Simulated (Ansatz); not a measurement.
**AlF3···H (doublet): density, localisation and related maps**

The calculation's input:

```
crystal:
  periodic: [false, false, false]
  atoms:
    - { symbol: Al, position_ang: [0.0, 0.0, -0.091041] }
    - { symbol: F, position_ang: [0.0, 0.0, 1.568145] }
    - { symbol: F, position_ang: [1.421665, 0.0, -0.884548] }
    - { symbol: F, position_ang: [-1.421665, 0.0, -0.884548] }
    - { symbol: H, position_ang: [0.0, 0.0, 3.701993] }
magnetization:
  spin_polarized: true
  initial_magnetization: 1
basis:
  gaussian: { orbitals: def2-SVP }
hamiltonian:
  xc: hf
relax:
  f_tol: 0.03
  max_steps: 50
output:
  orbitals: {}
```

Command:

```sh
ansatz run input.yaml --threads 1 --pin off --max-ram 2048MiB --backend cpu --events-out ev --progress --plain --runs-dir out
```

The fields are those of the run's last geometry, not of the input's.

Computed with UHF/def2-SVP in Ansatz 0.2.0.

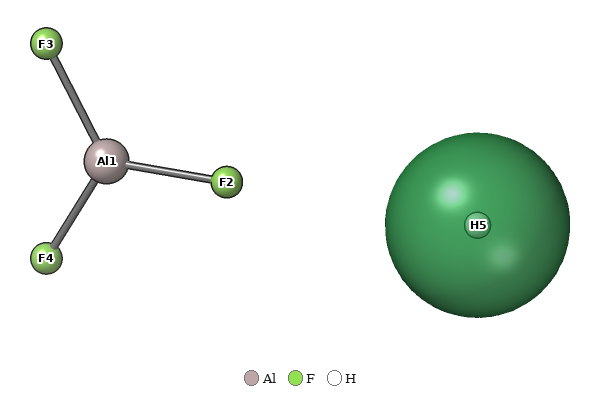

Figure 1. Isosurface of the spin density at +0.03 e/Å³ (green), seen at a tilt.

Q: Where is the unpaired spin?

A: The unpaired spin (1 electron) lies mostly on H5 (about 1.0), in electrons by Hirshfeld's partition.

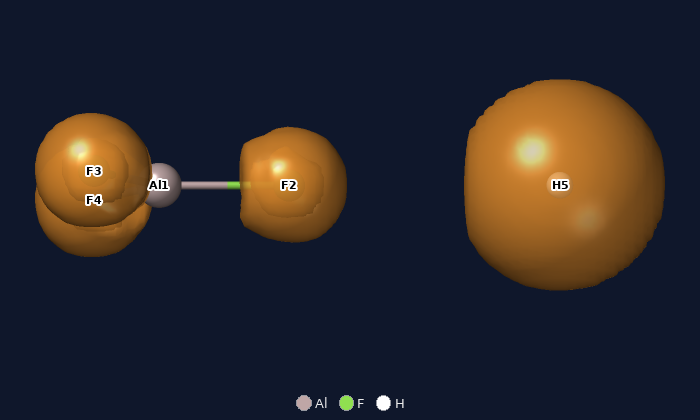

Figure 2. Isosurface of the ELF at 0.8 (orange), seen from one side. Only the valence region is drawn (cores and ρ < 0.01 e/Å³ removed).

Q: Where are the electrons localised?

A: The surface consists of one region around a hydrogen nucleus and three regions wrapped around F (the valence shell of each).


F2···H5 (3.40 Å): the ELF dips to about 0 between them; a weak contact between the two molecules. Al–F (1.63 Å): the ELF peaks at about 0.85 in the valence shell of F, 0.5 Å from its nucleus, and is about 0.30 at the midpoint.

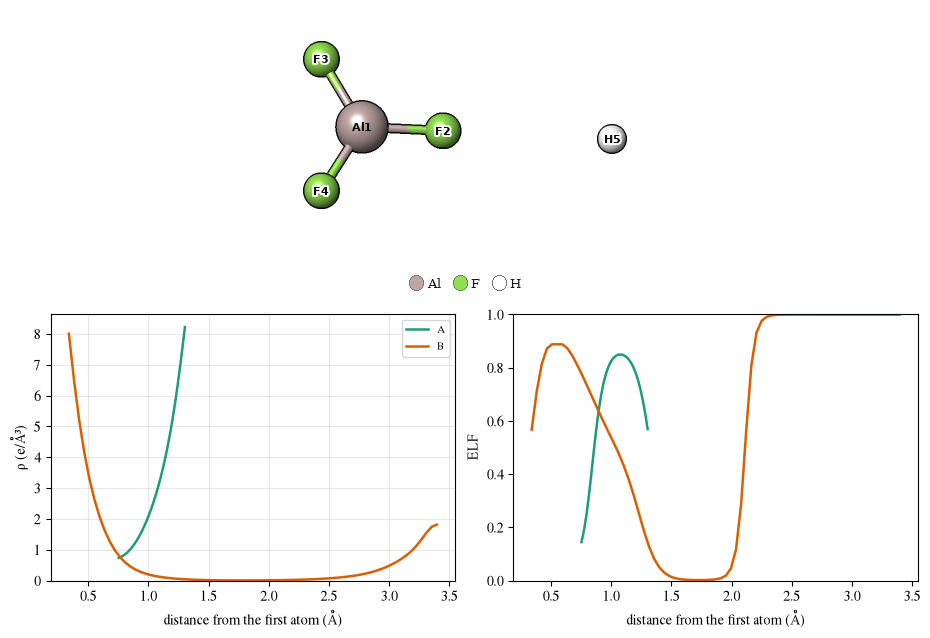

Figure 3. Total electron density and electron localisation function along straight lines between neighbouring atoms. The curves leave out the atomic cores. The structure is drawn too.

Q: Which curve belongs to which contact (Al–F and F–H)? The first atom named is at distance zero.

A: Curve A: Al–F (1.63 Å): ρ is about 0.88 e/Å³ halfway; the ELF peaks at about 0.85 in the valence shell of F, 0.5 Å from its nucleus, and is about 0.30 at the midpoint. Curve B: F2···H5 (3.40 Å): the density falls to about 0.007 e/Å³ on the way; the ELF dips to about 0 between them: a weak contact between the two molecules.

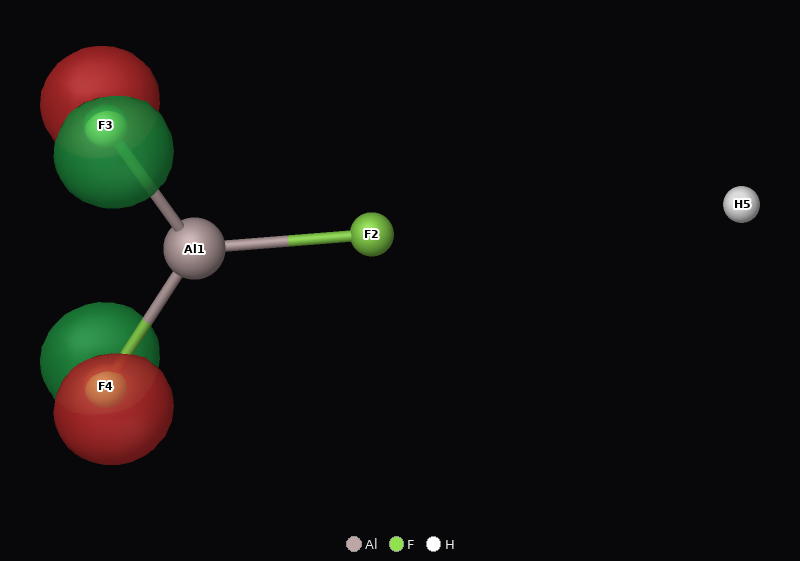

Figure 4. The HOMO−1 (β) at ±0.3 Å⁻³ᐟ² (green and red are the two phases), seen at a tilt.

Q: Where does this orbital lie, and at what energy?

A: It lies mainly on F4 (about 45 %) and F3 (about 45 %); it changes sign across the molecular plane (π type). Its energy is −17.61 eV.
